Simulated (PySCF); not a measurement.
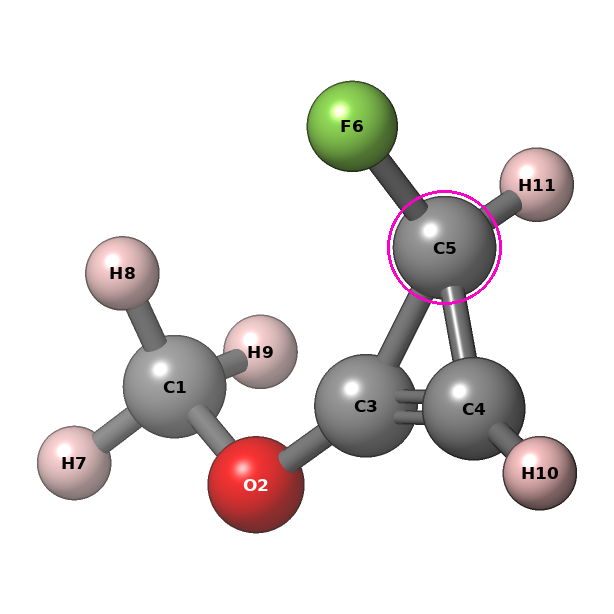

Distant atoms are faded towards the background colour. Circles mark the stereogenic atoms. The geometry was computed by an optimisation with PBE0-D3(BJ)/def2-SVP. No frequency run is at hand to confirm it as a minimum.

Q: What are the Cahn–Ingold–Prelog descriptors?

A: C5: S (priorities F6 > C3 > C4 > H11).

Q: Write the isomeric SMILES.

A: COC1=C[C@@H]1F
